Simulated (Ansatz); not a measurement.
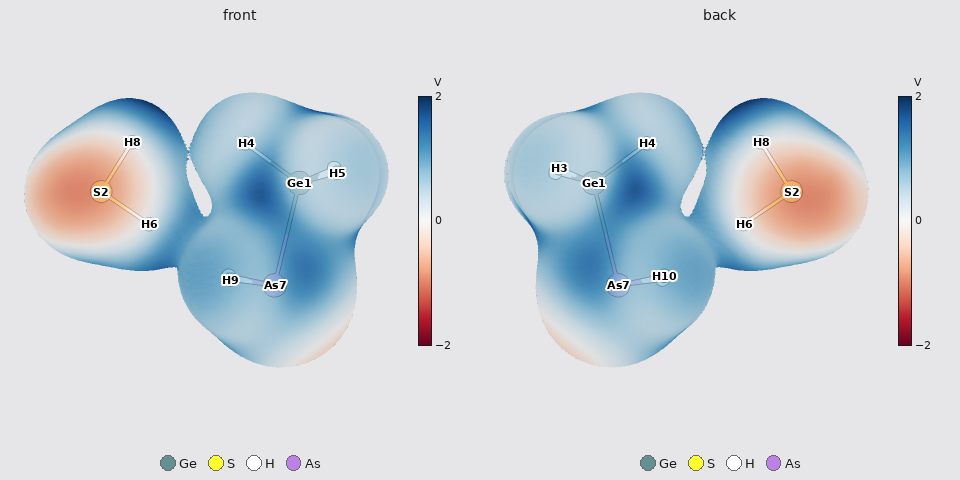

The picture shows: AsGeH₅···H₂S. The molecular electrostatic potential painted on the density surface at 0.004 e/bohr³, seen from the front and from behind; red is negative and blue positive.

The product side of a reaction path; geometry: PBE0-D4/def2-TZVP.

All numbers below come from Ansatz 0.2.0, RKS PBE0-D4/def2-TZVPP.

```
atom    x (Å)    y (Å)    z (Å)
  Ge  -1.1967  -1.0201  -0.3699
   S   2.2599   1.0604   1.7762
   H  -0.9707  -2.3378  -1.1267
   H  -0.4201  -1.0604   0.9565
   H  -2.6948  -0.8585  -0.0702
   H   1.4356   1.1534   0.7204
  As  -0.5133   0.8060  -1.8146
   H   1.6593  -0.0580   2.2096
   H  -0.5255   1.8104  -0.6686
   H   0.9664   0.5048  -1.6128
```

Describe the electrostatic potential map.

Answer. The most negative region (about −1.0 V) lies over S2, the most positive (about +1.9 V) over H8.
